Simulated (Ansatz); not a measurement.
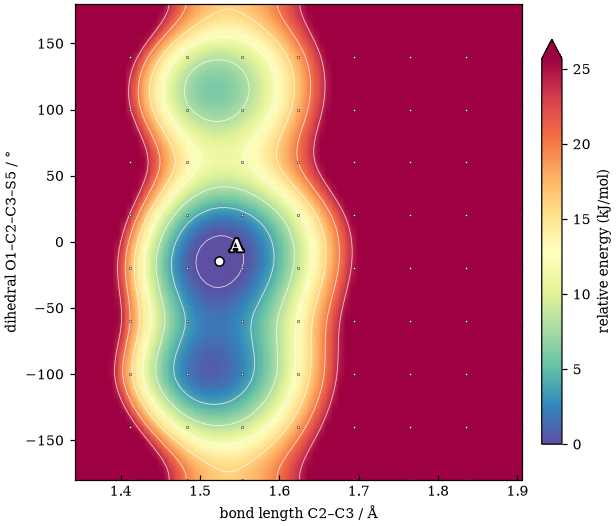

C2H3FOS, SMILES O=CC(F)S. First axis: bond length C2–C3. Second axis: dihedral O1–C2–C3–S5. Nothing is relaxed (all other coordinates rigid). The grid has 9 × 9 points. Points are written as (first, second). Energies: kJ/mol, counted from the lowest grid point. These are results of RKS PBE0-D4/def2-TZVP in Ansatz, not measurements.

Drawn: a smooth colour map with a few white contour lines, dots at the grid points, one colour for all values above the top of the scale, the well A. Between grid points the surface is interpolated.

**Estimate the position of the minimum and the force constants in these coordinates. Take the well at A.**

The interpolated minimum is at bond length C2–C3 ≈ 1.524 Å, dihedral O1–C2–C3–S5 ≈ −14°. The curvatures there are about 25 eV/Å² and 0.21 eV/rad², with a cross term of about −0.2 eV/(Å·rad). Round the minimum the two coordinates are weakly coupled (coupling −0.07 in units of the two stiffnesses). (1 eV is 96.5 kJ/mol.)
